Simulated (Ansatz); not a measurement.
## Geometry relaxation of CH2ClGa

System: CH2ClGa.
Method: RKS PBE0-D4/def2-TZVP (Ansatz 0.2.0).

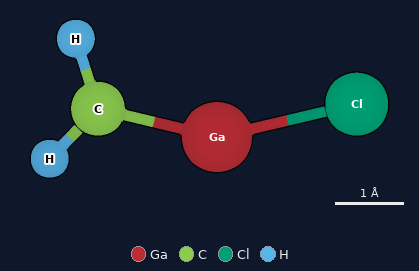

Fig. 1: The starting structure (ball-and-stick view, seen at a tilt). Sticks mark near contacts. Bond lengths as drawn: Cl–Ga 2.16 Å, C–Ga 1.81 Å and C–H 1.08 to 1.09 Å.

## Summary

```tsv
quantity	value
outcome	converged
total energy	−65958.1251 eV
mean-field energy	−65958.0481 eV
dispersion energy	−0.0770 eV
SCF solution under orbital rotations	stable
largest force (length of the vector) at the end	0.003 eV/Å
dipole moment	1.16 D
hardware	4 threads of Arm Neoverse N1, 23 GiB of memory available, shared host
wall time	21 s (CPU time 75 s)
peak memory	0.53 GiB
```

## The input
```yaml
crystal:
  periodic: [false, false, false]
  atoms:
    - {symbol: Ga, position_ang: [-0.547983, 0.525499, 0.468079]}
    - {symbol: C, position_ang: [-1.756122, -0.280088, -0.604238]}
    - {symbol: Cl, position_ang: [-0.049030, 1.399406, 2.375255]}
    - {symbol: H, position_ang: [-1.404339, -0.625801, -1.573034]}
    - {symbol: H, position_ang: [-2.800396, 0.008159, -0.569227]}
basis:
  gaussian: {orbitals: def2-TZVP}
hamiltonian: {xc: pbe0, dispersion: d4}
relax: {f_tol: 0.005, max_steps: 200}
```

Launched with:
```bash
ansatz run in.yaml --threads 4 --pin off --events-out ev --progress --plain --max-ram 9574MiB
```

## Output
```
Functional definition: PBE0
  name "PBE0"
  cite "Adamo & Barone, J. Chem. Phys. 110, 6158 (1999) doi:10.1063/1.478522"
  cite "Perdew, Burke & Ernzerhof, Phys. Rev. Lett. 77, 3865 (1996) doi:10.1103/PhysRevLett.77.3865"
  parent pbe
  parameter a = 0.25
  parameter kappa = 0.804
  parameter beta = 0.06672455060314922
  exchange = (1 - a)*pbe_x(kappa = kappa, mu = beta*pi^2/3) + a*exact_x
  correlation = pbe_c(beta = beta)
949 factors; their error is unknown
mean field evaluation 1: about -65946.0131 eV, gradient 6.9e1 eV
mean field evaluation 2: about -65900.3629 eV, gradient 1.2e2 eV
mean field evaluation 4: about -65957.2504 eV, gradient 1.1e1 eV
mean field evaluation 8: about -65957.5303 eV, gradient 1.9e-1 eV
mean field evaluation 16: about -65957.7534 eV, gradient 1.9e-3 eV
mean field -65957.75344485 eV, -2423.9027313271 hartree, gradient 2.4e-5 eV, S^2 0.000000; 0 other end points of the search recorded, 0 dependent functions left out
the calculation of the forces begins
reference -65957.75347052 eV, -2423.9027322705 hartree; 28, 28 occupied and 100, 100 virtual orbitals, 949 factors
relax step   1: F+E_penalty+E_count = -65957.83062533 eV  Δ(F+E_penalty+E_count) = +0.000e0 eV  max|allowed force component| = 8.678e-1 eV/Å  Δτ_max = 0.0000 Å  (31 SCF iters, accepted)
these checks for a lower state are left out or cut short: starts, cluster_reference, orbital_swaps, neighbouring_geometries, increment
949 factors; their error is unknown
mean field -65957.99812783 eV, -2423.9117232611 hartree, gradient 1.9e-5 eV, S^2 0.000000; 0 other end points of the search recorded, 0 dependent functions left out
the calculation of the forces begins
reference -65957.99815356 eV, -2423.9117242065 hartree; 28, 28 occupied and 100, 100 virtual orbitals, 949 factors
relax step   2: F+E_penalty+E_count = -65958.07507060 eV  Δ(F+E_penalty+E_count) = -2.444e-1 eV  max|allowed force component| = 4.333e-1 eV/Å  Δτ_max = 0.1983 Å  (37 SCF iters, accepted)
these checks for a lower state are left out or cut short: starts, cluster_reference, orbital_swaps, neighbouring_geometries, increment
949 factors; their error is unknown
mean field evaluation 32: about -65958.0306 eV, gradient 3.2e-4 eV
mean field -65958.03063219 eV, -2423.9129177741 hartree, gradient 2.1e-5 eV, S^2 0.000000; 0 other end points of the search recorded, 0 dependent functions left out
the calculation of the forces begins
reference -65958.03065786 eV, -2423.9129187173 hartree; 28, 28 occupied and 100, 100 virtual orbitals, 949 factors
relax step   3: F+E_penalty+E_count = -65958.10758994 eV  Δ(F+E_penalty+E_count) = -3.252e-2 eV  max|allowed force component| = 2.010e-1 eV/Å  Δτ_max = 0.0914 Å  (31 SCF iters, accepted)
these checks for a lower state are left out or cut short: starts, cluster_reference, orbital_swaps, neighbouring_geometries, increment
949 factors; their error is unknown
mean field -65958.03545429 eV, -2423.9130949829 hartree, gradient 1.9e-5 eV, S^2 0.000000; 0 other end points of the search recorded, 0 dependent functions left out
the calculation of the forces begins
reference -65958.03547984 eV, -2423.9130959220 hartree; 28, 28 occupied and 100, 100 virtual orbitals, 949 factors
relax step   4: F+E_penalty+E_count = -65958.11225638 eV  Δ(F+E_penalty+E_count) = -4.666e-3 eV  max|allowed force component| = 4.668e-1 eV/Å  Δτ_max = 0.1529 Å  (38 SCF iters, accepted)
these checks for a lower state are left out or cut short: starts, cluster_reference, orbital_swaps, neighbouring_geometries, increment
949 factors; their error is unknown
mean field -65958.04625062 eV, -2423.9134917407 hartree, gradient 1.5e-5 eV, S^2 0.000000; 0 other end points of the search recorded, 0 dependent functions left out
the calculation of the forces begins
reference -65958.04627610 eV, -2423.9134926770 hartree; 28, 28 occupied and 100, 100 virtual orbitals, 949 factors
relax step   5: F+E_penalty+E_count = -65958.12323189 eV  Δ(F+E_penalty+E_count) = -1.098e-2 eV  max|allowed force component| = 1.454e-1 eV/Å  Δτ_max = 0.0669 Å  (31 SCF iters, accepted)
these checks for a lower state are left out or cut short: starts, cluster_reference, orbital_swaps, neighbouring_geometries, increment
949 factors; their error is unknown
mean field -65958.04776831 eV, -2423.9135475150 hartree, gradient 1.7e-5 eV, S^2 0.000000; 0 other end points of the search recorded, 0 dependent functions left out
the calculation of the forces begins
reference -65958.04779380 eV, -2423.9135484515 hartree; 28, 28 occupied and 100, 100 virtual orbitals, 949 factors
relax step   6: F+E_penalty+E_count = -65958.12470401 eV  Δ(F+E_penalty+E_count) = -1.472e-3 eV  max|allowed force component| = 6.941e-2 eV/Å  Δτ_max = 0.0139 Å  (33 SCF iters, accepted)
these checks for a lower state are left out or cut short: starts, cluster_reference, orbital_swaps, neighbouring_geometries, increment
949 factors; their error is unknown
mean field evaluation 64: about -65958.0480 eV, gradient 1.7e-5 eV
mean field -65958.04800323 eV, -2423.9135561482 hartree, gradient 1.7e-5 eV, S^2 0.000000; 0 other end points of the search recorded, 0 dependent functions left out
the calculation of the forces begins
reference -65958.04802876 eV, -2423.9135570862 hartree; 28, 28 occupied and 100, 100 virtual orbitals, 949 factors
relax step   7: F+E_penalty+E_count = -65958.12497538 eV  Δ(F+E_penalty+E_count) = -2.714e-4 eV  max|allowed force component| = 2.994e-2 eV/Å  Δτ_max = 0.0139 Å  (33 SCF iters, accepted)
these checks for a lower state are left out or cut short: starts, cluster_reference, orbital_swaps, neighbouring_geometries, increment
949 factors; their error is unknown
mean field -65958.04798006 eV, -2423.9135552966 hartree, gradient 1.5e-5 eV, S^2 0.000000; 0 other end points of the search recorded, 0 dependent functions left out
the calculation of the forces begins
reference -65958.04800556 eV, -2423.9135562336 hartree; 28, 28 occupied and 100, 100 virtual orbitals, 949 factors
relax step   8: F+E_penalty+E_count = -65958.12498554 eV  Δ(F+E_penalty+E_count) = -1.017e-5 eV  max|allowed force component| = 2.417e-2 eV/Å  Δτ_max = 0.0105 Å  (34 SCF iters, accepted)
these checks for a lower state are left out or cut short: starts, cluster_reference, orbital_swaps, neighbouring_geometries, increment
949 factors; their error is unknown
mean field -65958.04806065 eV, -2423.9135582581 hartree, gradient 1.8e-5 eV, S^2 0.000000; 0 other end points of the search recorded, 0 dependent functions left out
the calculation of the forces begins
reference -65958.04808616 eV, -2423.9135591955 hartree; 28, 28 occupied and 100, 100 virtual orbitals, 949 factors
relax step   9: F+E_penalty+E_count = -65958.12505441 eV  Δ(F+E_penalty+E_count) = -6.887e-5 eV  max|allowed force component| = 2.429e-3 eV/Å  Δτ_max = 0.0059 Å  (34 SCF iters, accepted)
949 factors; their error is unknown
mean field evaluation 96: about -65958.0481 eV, gradient 3.4e-4 eV
```

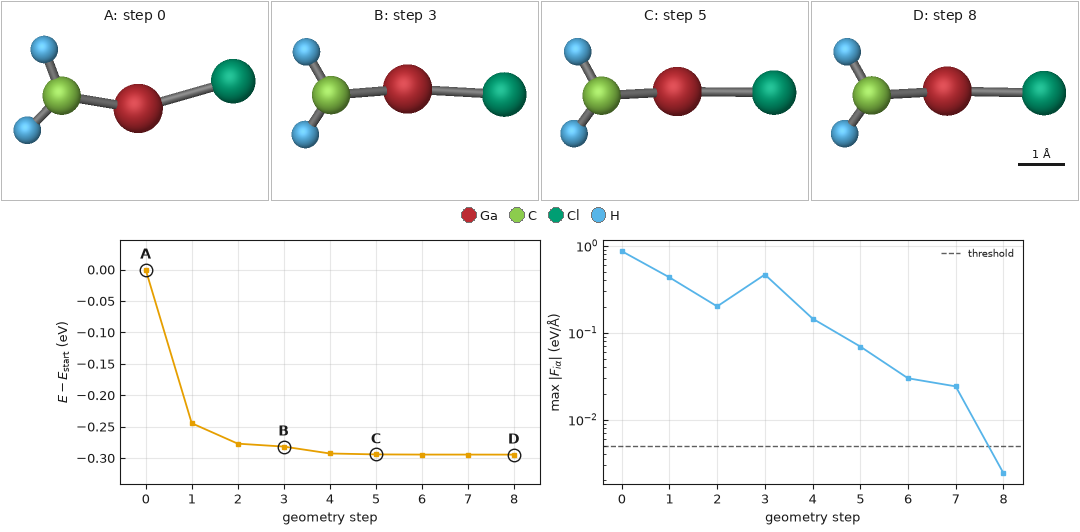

Fig. 2: Frames of the relaxation (ball-and-stick view, seen at a tilt) above the curves, on which the letters mark them (the first geometry is step 0 here and step 1 in the log).

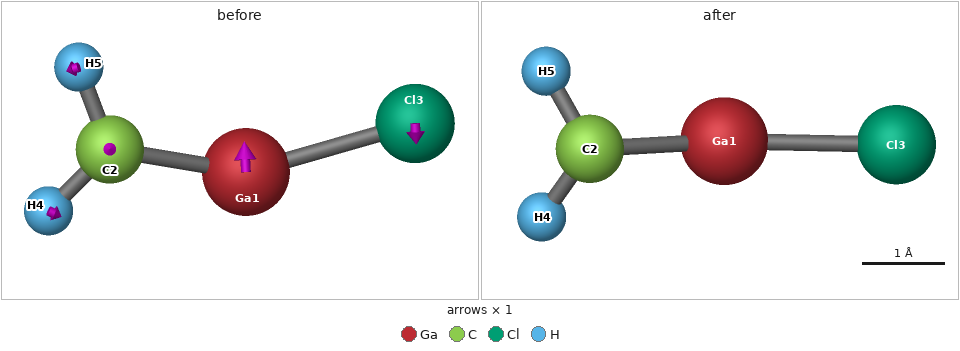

Fig. 3: Before (left) and after (right) the relaxation, at one scale (ball-and-stick view, seen at a tilt). The pink arrows give the displacements, at true length. Ga1 moves most after the best rigid fit: 0.38 Å. By element the largest moves are Ga 0.38 Å, Cl 0.26 Å, H 0.18 Å, C 0.12 Å. Among the contacts that change: Ga1–Cl3 2.156 → 2.110 Å, Ga1–C2 1.805 → 1.819 Å, C2–H5 1.084 → 1.092 Å, C2–H4 1.087 → 1.092 Å. Among the angles that change: C2–Ga1–Cl3 149.4° → 157.8°, Ga1–C2–H5 120.5° → 112.2°, Ga1–C2–H4 117.0° → 112.2°. Over 8 geometry steps the energy falls by 0.294 eV. Largest force component: 0.87 eV/Å at the start, 0.0024 eV/Å at the end. (Atoms are counted from 1 in the order of the input.)

```
mean field -65958.04806065 eV, -2423.9135582581 hartree, gradient 2.5e-5 eV, S^2 0.000000; 1 other end points of the search recorded, 0 dependent functions left out
the calculation of the forces begins
reference -65958.04808616 eV, -2423.9135591955 hartree; 28, 28 occupied and 100, 100 virtual orbitals, 949 factors
Total energy: -65958.12507992 eV, -2423.9163886641 hartree
Atom 0 at    -0.863523     0.710416     0.561338 Å, force     0.000179    -0.001460     0.001028 eV/Å
Atom 1 at    -1.803959    -0.378312    -0.551173 Å, force     0.001534     0.002010     0.000519 eV/Å
Atom 2 at     0.173078     1.297814     2.302639 Å, force    -0.001505    -0.000473    -0.002429 eV/Å
Atom 3 at    -1.255428    -0.604415    -1.467443 Å, force    -0.000882     0.000230     0.000836 eV/Å
Atom 4 at    -2.808038     0.001672    -0.748526 Å, force     0.000674    -0.000307     0.000045 eV/Å
Dipole moment:     0.064067     0.227061    -0.052837 e Å
```

## Trajectory as extended XYZ (Å, eV, eV/Å), 9 frames, from step=1 to step=9
```
5
Properties=species:S:1:pos:R:3:forces:R:3 step=1 energy=-65957.83063
Ga   -0.5480    0.5255    0.4681   -0.8678   0.8087   0.7936
C    -1.7561   -0.2801   -0.6042    0.5988  -0.8178  -0.4192
Cl   -0.0490    1.3994    2.3753    0.1949  -0.4607  -0.6646
H    -1.4043   -0.6258   -1.5730   -0.0083  -0.0323   0.1002
H    -2.8004    0.0082   -0.5692    0.0824   0.5020   0.1900
5
Properties=species:S:1:pos:R:3:forces:R:3 step=2 energy=-65958.07507
Ga   -0.7050    0.6447    0.4894   -0.1829   0.2833   0.4333
C    -1.7645   -0.3955   -0.5669   -0.0973  -0.0577  -0.2149
Cl    0.0435    1.3515    2.3630   -0.0015  -0.1987  -0.3925
H    -1.3593   -0.6182   -1.5579    0.0099  -0.0307   0.1426
H    -2.7726    0.0446   -0.6308    0.2717   0.0038   0.0315
5
Properties=species:S:1:pos:R:3:forces:R:3 step=3 energy=-65958.10759
Ga   -0.7794    0.6930    0.5114   -0.0316   0.0028   0.1651
C    -1.7717   -0.4099   -0.5588   -0.0901   0.1611  -0.0467
Cl    0.0908    1.3238    2.3449   -0.0235  -0.0711  -0.2010
H    -1.3285   -0.6219   -1.5355    0.0347   0.0027   0.1006
H    -2.7689    0.0421   -0.6651    0.1104  -0.0956  -0.0181
5
Properties=species:S:1:pos:R:3:forces:R:3 step=4 energy=-65958.11226
Ga   -0.9071    0.7094    0.5939    0.1890  -0.0128  -0.0473
C    -1.8032   -0.3458   -0.5765   -0.0405  -0.0249   0.4668
Cl    0.2061    1.2965    2.2936   -0.1263  -0.0357  -0.0825
H    -1.2357   -0.6217   -1.4551    0.1139   0.0459  -0.2215
H    -2.8180   -0.0112   -0.7590   -0.1361   0.0274  -0.1155
5
Properties=species:S:1:pos:R:3:forces:R:3 step=5 energy=-65958.12323
Ga   -0.8546    0.7047    0.5526    0.1227   0.0719   0.1454
C    -1.7958   -0.3803   -0.5560   -0.0154  -0.0568  -0.1356
Cl    0.1586    1.3038    2.3110   -0.0464  -0.0282  -0.0911
H    -1.2647   -0.6142   -1.4852   -0.0846   0.0552   0.1303
H    -2.8013    0.0131   -0.7256    0.0237  -0.0420  -0.0491
5
Properties=species:S:1:pos:R:3:forces:R:3 step=6 energy=-65958.12470
Ga   -0.8553    0.7060    0.5587   -0.0004  -0.0124  -0.0028
C    -1.7998   -0.3805   -0.5556   -0.0078   0.0330   0.0694
Cl    0.1653    1.3034    2.3088   -0.0162  -0.0157  -0.0340
H    -1.2637   -0.6088   -1.4773    0.0182   0.0052  -0.0183
H    -2.8043    0.0071   -0.7378    0.0062  -0.0101  -0.0143
5
Properties=species:S:1:pos:R:3:forces:R:3 step=7 energy=-65958.12497
Ga   -0.8675    0.7095    0.5640    0.0299   0.0082   0.0143
C    -1.8041   -0.3792   -0.5512   -0.0137   0.0005  -0.0131
Cl    0.1760    1.2989    2.3022   -0.0182  -0.0082  -0.0192
H    -1.2550   -0.6042   -1.4678    0.0031   0.0057   0.0138
H    -2.8073    0.0023   -0.7505   -0.0012  -0.0062   0.0042
5
Properties=species:S:1:pos:R:3:forces:R:3 step=8 energy=-65958.12499
Ga   -0.8604    0.7132    0.5573   -0.0031   0.0008   0.0242
C    -1.8037   -0.3776   -0.5509    0.0220  -0.0058  -0.0017
Cl    0.1707    1.2961    2.3043   -0.0023  -0.0003  -0.0144
H    -1.2561   -0.6053   -1.4674   -0.0092  -0.0017  -0.0016
H    -2.8084    0.0008   -0.7465   -0.0075   0.0071  -0.0065
5
Properties=species:S:1:pos:R:3:forces:R:3 step=9 energy=-65958.12505
Ga   -0.8635    0.7104    0.5613    0.0002  -0.0015   0.0010
C    -1.8040   -0.3783   -0.5512    0.0015   0.0020   0.0005
Cl    0.1731    1.2978    2.3026   -0.0015  -0.0005  -0.0024
H    -1.2554   -0.6044   -1.4674   -0.0009   0.0002   0.0008
H    -2.8080    0.0017   -0.7485    0.0007  -0.0003   0.0000
```
